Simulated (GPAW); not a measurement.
## Zn K-edge XANES of ZnNi3C (Pm-3m)

Aim: the dependence of the Zn K near-edge features of ZnNi3C (Pm-3m) on volume.

Method: X-ray absorption from dipole matrix elements to empty bands, plane-wave PAW LDA, in GPAW 26.7.0.

### Step 1. The starting structure

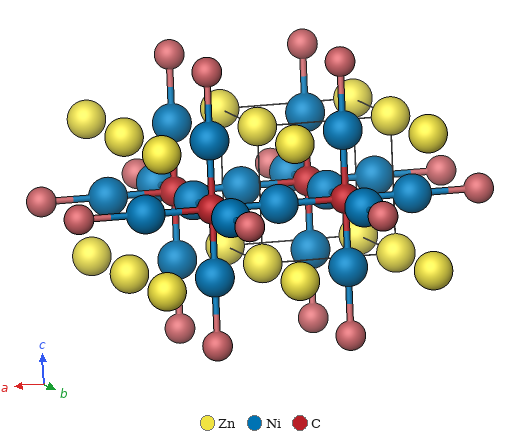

Start, viewed from a free direction; zinc yellow, nickel blue, carbon red. 2×2×1 cells are drawn. Some periodic images of atoms are drawn too.

As a file:

```xyz
5
Lattice="3.7663 0.0000 0.0000 0.0000 3.7663 0.0000 0.0000 0.0000 3.7663" Properties=species:S:1:pos:R:3 pbc="T T T"
Zn    0.0000    0.0000    0.0000
Ni    1.8831    0.0000    1.8831
Ni    1.8831    1.8831    0.0000
Ni    0.0000    1.8831    1.8831
C     1.8831    1.8831    1.8831
```

### Step 2. Ground state of the crystal

A plain self-consistent run shows whether there is a gap and which moments survive; both decide the set-up of the core-hole run.

Input file scf.py:

```python
import numpy as np
from ase import Atoms
from ase.parallel import parprint, paropen
from gpaw import GPAW, PW, FermiDirac, Mixer, MixerDif, setup_paths
from gpaw.test import gen
setup_paths.insert(0, '.')
gen('Zn', name='nch1s', xcname='LDA', corehole=(1, 0, 0), write_xml=True)
from gpaw.mpi import world
world.barrier()

atoms = Atoms('ZnNi3C',
    cell=[[3.766253, 0, 0],
     [0, 3.766253, 0],
     [0, 0, 3.766253]],
    scaled_positions=[[0, 0, 0],
     [0.5, 0, 0.5],
     [0.5, 0.5, 0],
     [0, 0.5, 0.5],
     [0.5, 0.5, 0.5]],
    magmoms=[0.0, 2.0, 2.0, 2.0, 0.0],
    pbc=True)
atoms.calc = calc = GPAW(legacy_gpaw=True, mode=PW(430), xc='LDA', setups={0: 'nch1s'},
    kpts={'size': (7, 7, 7), 'gamma': True}, occupations=FermiDirac(0.05),
    charge=0, mixer=MixerDif(0.05, 8, 50), maxiter=150,
    convergence={'density': 0.0001}, txt='scf.txt')
energy = atoms.get_potential_energy() + calc.get_reference_energy()
ef = calc.get_fermi_level()
out = dict(energy=energy, fermi=ef, forces=atoms.get_forces().tolist(), magmoms=atoms.get_magnetic_moments().tolist())
parprint(f'all-electron energy {energy:.4f} eV, Fermi level {ef:.4f} eV')
ev = np.array([[calc.get_eigenvalues(k, s) for k in range(len(calc.get_ibz_k_points()))] for s in range(calc.get_number_of_spins())])
out['homo'], out['lumo'], out['counts'] = ev[ev < ef].max(), ev[ev > ef].min(), sorted(set((ev < ef).sum((0, 2)).tolist()))
out['filled'] = (ev[:, 0] < ef).sum(1).tolist()
import json
with paropen('out.json', 'w') as f:
    json.dump(out, f)
```

Run with:

```
$ OMP_NUM_THREADS=1 mpirun -n 2 gpaw python scf.py
```

Numbers of over 12 decimals in the logs are rounded to 6 here.

The program printed:

```text
Input parameters:
  convergence: {density: 0.0001}
  kpts: {gamma: True,
         size: (7, 7, 7)}
  maxiter: 150
  mixer: {backend: pulay,
          beta: 0.05,
          method: difference,
          nmaxold: 8,
          weight: 50}
  mode: {ecut: 430.0,
         name: pw}
  occupations: {fixmagmom: False,
                name: fermi-dirac,
                width: 0.05}
  setups: {0: nch1s}

Initialize ...

[... PAW data sets ...]

Reference energy: -173708.491851  # eV

Spin-polarized calculation.
Initial magnetic moment: 6.000000

[... convergence settings ...]
Symmetries present (total): 48
  [... symmetry matrices ...]

343 k-points: 7 x 7 x 7 Monkhorst-Pack grid
20 k-points in the irreducible part of the Brillouin zone
       k-points in crystal coordinates                weights
   0:     0.00000000    0.00000000    0.00000000          1/343
   1:     0.14285714    0.00000000    0.00000000          6/343
   2:     0.14285714    0.14285714    0.00000000         12/343
   3:     0.14285714    0.14285714    0.14285714          8/343
   4:     0.28571429    0.00000000    0.00000000          6/343
   5:     0.28571429    0.14285714    0.00000000         24/343
   6:     0.28571429    0.14285714    0.14285714         24/343
   7:     0.28571429    0.28571429    0.00000000         12/343
   8:     0.28571429    0.28571429    0.14285714         24/343
   9:     0.28571429    0.28571429    0.28571429          8/343
          ...
  19:     0.42857143    0.42857143    0.42857143          8/343

Wave functions: Plane wave expansion
  Cutoff energy: 430.000 eV
  Number of coefficients (min, max): 1045, 1092
  Pulay-stress correction: 0.000000 eV/Ang^3 (de/decut=0.000000)
  Using FFTW library
  Wavefunction extrapolation:
    Improved wavefunction reuse through dual PAW basis

Occupation numbers: Fermi-Dirac:
  width: 0.0500  # eV

Eigensolver
   Davidson(niter=2)

Densities:
  Coarse grid: 20*20*20 grid
  Fine grid: 40*40*40 grid
  Total Charge: 0.000000

Density mixing:
  Method: difference
  Backend: pulay
  Linear mixing parameter: 0.05
  old densities: 8
  Width of damping distribution: 1.1
  Damping of long wavelength oscillations: 50

[... Hamiltonian set-up ...]
Number of atoms: 5
Number of atomic orbitals: 49
Number of bands in calculation: 46
Number of valence electrons: 64
Bands to converge: occupied

... initialized

Initializing position-dependent things.

Density initialized from atomic densities
Creating initial wave functions:
  46 bands from LCAO basis set

Positions:
   0 Zn     0.000000    0.000000    0.000000    ( 0.0000,  0.0000,  0.0000)
   1 Ni     1.883126    0.000000    1.883126    ( 0.0000,  0.0000,  2.0000)
   2 Ni     1.883126    1.883126    0.000000    ( 0.0000,  0.0000,  2.0000)
   3 Ni     0.000000    1.883126    1.883126    ( 0.0000,  0.0000,  2.0000)
   4 C      1.883126    1.883126    1.883126    ( 0.0000,  0.0000,  0.0000)

Unit cell:
           periodic     x           y           z      points  spacing
  1. axis:    yes    3.766253    0.000000    0.000000    20     0.1883
  2. axis:    yes    0.000000    3.766253    0.000000    20     0.1883
  3. axis:    yes    0.000000    0.000000    3.766253    20     0.1883

  Lengths:   3.766253   3.766253   3.766253
  Angles:   90.000000  90.000000  90.000000

Effective grid spacing dv^(1/3) = 0.1883

iter:   1   -38.227173                   +6.0039
iter:   2   -38.675528   -0.56  -1.37    +3.1677
iter:   3   -37.564392   -0.97  -1.45    +1.2249
iter:   4   -37.683065   -1.95  -1.86    +0.9812
iter:   5   -37.704262   -3.04  -1.91    +0.6758
iter:   6   -37.682126c  -2.47  -1.90    +0.4585
iter:   7   -37.623338   -2.47  -2.10    +0.8272
iter:   8   -37.568415   -2.79  -2.40    -0.8152
iter:   9   -37.592523   -3.46  -2.95    +0.1880
iter:  10   -37.585119c  -3.76  -2.83    +0.0758
iter:  11   -37.586618c  -4.98  -3.38    +0.0393
iter:  12   -37.584817c  -4.56  -3.23    +0.0161
iter:  13   -37.584608c  -4.94  -3.54    -0.0059
iter:  14   -37.584284c  -5.17  -3.97    -0.0044
iter:  15   -37.584267c  -5.56  -4.23c   -0.0029
iter:  16   -37.584246c  -7.37  -4.63c   -0.0024
iter:  17   -37.584236c  -7.24  -5.03c   -0.0003
iter:  18   -37.584236c  -8.32c -5.08c   +0.0002

Converged after 18 iterations.

Dipole moment: (-0.000000, -0.000000, -0.000000) |e|*Ang

Total magnetic moment: (0.000000, 0.000000, 0.000175)
Local magnetic moments:
   0 Zn ( 0.000000,  0.000000, -0.000002)
   1 Ni ( 0.000000,  0.000000,  0.000067)
   2 Ni ( 0.000000,  0.000000,  0.000067)
   3 Ni ( 0.000000,  0.000000,  0.000067)
   4 C  ( 0.000000,  0.000000, -0.000006)

Energy contributions relative to reference atoms: (reference = -173708.491851)

Kinetic:        +23.451381
Potential:      -15.720329
External:        +0.000000
XC:             -45.388454
Entropy (-ST):   -0.032011
Local:           +0.089171
SIC:             +0.000000
--------------------------
Free energy:    -37.600242
Extrapolated:   -37.584236

Spin contamination: 0.000026 electrons
Showing only first 2 kpts
                      Up                     Down
 Kpt  Band  Eigenvalues  Occupancy  Eigenvalues  Occupancy
  0    30      7.16558    1.00000      7.16566    1.00000
  0    31      7.16558    1.00000      7.16566    1.00000
  0    32      7.49357    0.99985      7.49364    0.99985
  0    33     10.73500    0.00000     10.73505    0.00000

  1    30      7.30731    1.00000      7.30738    1.00000
  1    31      7.30731    1.00000      7.30738    1.00000
  1    32      7.41820    0.99997      7.41827    0.99997
  1    33     10.75322    0.00000     10.75326    0.00000

Fermi level: 7.93409

No gap
No difference between direct/indirect transitions

Forces in eV/Ang:
  0 Zn   -0.00000    0.00000    0.00000
  1 Ni    0.00000   -0.00000    0.00000
  2 Ni    0.00000    0.00000    0.00000
  3 Ni   -0.00000    0.00000    0.00000
  4 C     0.00000    0.00000    0.00000
Scalar-relativistic atomic LDA calculation for Zn (Zinc, Z=30)
Core hole in 1s state (1s occupation: 2.0)
600 radial gridpoints.
|------------------------------------------------|
|------------------------------------------------|
[... the atom generator's iteration count ...]

Energy contributions:
-------------------------
Kinetic:    +1820.136505
XC:           -68.759408
Potential:  -3544.299429
-------------------------
Total:      -1792.922333

state      eigenvalue         ekin         rmax
-----------------------------------------------
1s^2.0 :  -349.206168   449.580746        0.033
2s^2.0 :   -42.473795    85.129008        0.190
2p^6.0 :   -36.877768    83.147768        0.152
3s^2.0 :    -4.724967    18.930386        0.589
3p^6.0 :    -3.060180    16.736648        0.592
3d^10.0:    -0.383140    11.061255        0.564
4s^2.0 :    -0.228494     1.468588        2.078
4p^0.0 :    -0.045217     0.573191        3.031
-----------------------------------------------
(units: Bohr and Hartree)

Generating PAW setup
Kinetic energy of the core from tauc = 1724.019189
Cutoffs:
rc(s)=2.430
rc(p)=2.400
rc(d)=2.230
rc(vbar)=2.260
rc(comp)=2.200
rc(nct)=2.430

Kinetic energy of the core states: 1706.586777
Charge: 0.0
Core electrons: 18.0
Valence electrons: 12.0
Pseudo-core charge: 0.107007
Shape function alpha=2.066
Pseudo-electron charge 3.914685
state    eigenvalue         norm
--------------------------------
4s(2) :    -0.228494     1.130383
*s    :     0.771506
4p(0) :    -0.045217     1.008310
*p    :     0.954783
3d(10):    -0.383140     0.154691
*d    :     0.616860
--------------------------------

Diagonalizing with gridspacing h=0.050

state   all-electron     PAW
-------------------------------
4s:      -0.228494    -0.228671
4p:      -0.045217    -0.045275
3d:      -0.383140    -0.383726
*f:                    0.072913
-------------------------------
all-electron energy -173746.0761 eV, Fermi level 7.9341 eV
```

Elapsed: 31 s, on 2 MPI ranks of Arm Neoverse V1, shared host; peak memory 0.27 GiB; 63 s of CPU time.

The mesh shows no gap, so the system is treated as a metal and the core electron is put at the Fermi level (neutral cell).

### Step 3. Reference energy of the supercell

The photon energy needs a difference of total energies, so the cell and mesh of the coming hole run are first run without a hole.

scf.py: that of step 2 with these lines changed.

```diff
@@ -10,15 +10,20 @@
 
-atoms = Atoms('ZnNi3C',
-    cell=[[3.766253, 0, 0],
-     [0, 3.766253, 0],
-     [0, 0, 3.766253]],
+atoms = Atoms('Zn2Ni6C2',
+    cell=[[3.766253, 0, 3.766253],
+     [0, 3.766253, 3.766253],
+     [0, -3.766253, 3.766253]],
     scaled_positions=[[0, 0, 0],
+     [0, 0.5, 0.5],
+     [0.5, 0, 0],
+     [0.5, 0.5, 0.5],
      [0.5, 0, 0.5],
      [0.5, 0.5, 0],
-     [0, 0.5, 0.5],
-     [0.5, 0.5, 0.5]],
-    magmoms=[0.0, 2.0, 2.0, 2.0, 0.0],
+     [0, 0.5, 0],
+     [0, 0, 0.5],
+     [0.5, 0.25, 0.75],
+     [0.5, 0.75, 0.25]],
+    magmoms=[0.0, 0.0, 2.0, 2.0, 2.0, 2.0, 2.0, 2.0, 0.0, 0.0],
     pbc=True)
 atoms.calc = calc = GPAW(legacy_gpaw=True, mode=PW(430), xc='LDA', setups={0: 'nch1s'},
-    kpts={'size': (7, 7, 7), 'gamma': True}, occupations=FermiDirac(0.05),
+    kpts={'size': (7, 7, 7), 'gamma': True}, occupations=FermiDirac(0.1),
     charge=0, mixer=MixerDif(0.05, 8, 50), maxiter=150,
```

The program printed:

```text
Input parameters:
  convergence: {density: 0.0001}
  kpts: {gamma: True,
         size: (7, 7, 7)}
  maxiter: 150
  mixer: {backend: pulay,
          beta: 0.05,
          method: difference,
          nmaxold: 8,
          weight: 50}
  mode: {ecut: 430.0,
         name: pw}
  occupations: {fixmagmom: False,
                name: fermi-dirac,
                width: 0.1}
  setups: {0: nch1s}

Initialize ...

[...]
*s    :     0.771506
4p(0) :    -0.045217     1.008310
*p    :     0.954783
3d(10):    -0.383140     0.154691
*d    :     0.616860
--------------------------------

Diagonalizing with gridspacing h=0.050

state   all-electron     PAW
-------------------------------
4s:      -0.228494    -0.228671
4p:      -0.045217    -0.045275
3d:      -0.383140    -0.383726
*f:                    0.072913
-------------------------------
all-electron energy -347492.1627 eV, Fermi level 7.9609 eV
[key lines of the parts left out:]
Converged after 16 iterations.
Dipole moment: (-0.000000, 0.000000, 0.000000) |e|*Ang
Free energy:    -75.300922
Fermi level: 7.96095
```

It took 2.9 min on 2 MPI ranks; peak memory 0.48 GiB; 5.8 min of CPU time.

Reference energy: -347492.163 eV with the cores included.

(Continued in part 2 of 3.)

[Banner, clock and machine lines of the logs are left out without a mark of their own.]

[Logs are printed without paths, hosts, clocks, repeated set-up lines and the standing remarks that a program may print on its own settings, such as how far it seeks lower states.]

[Hosts, paths, dates, database ids (printed as entryN), source tags and the programs' standing remarks are cut or masked in the printed files.]

[Lists of maxima count a maximum above −3 eV only where it reaches 4 % of the highest in the window and stands out from its surroundings by 2 % of it (1.5 % where it reaches 55 %); shoulders and weaker maxima are passed over, and of the rest the first, up to two pre-edge ones and the few strongest are named.]
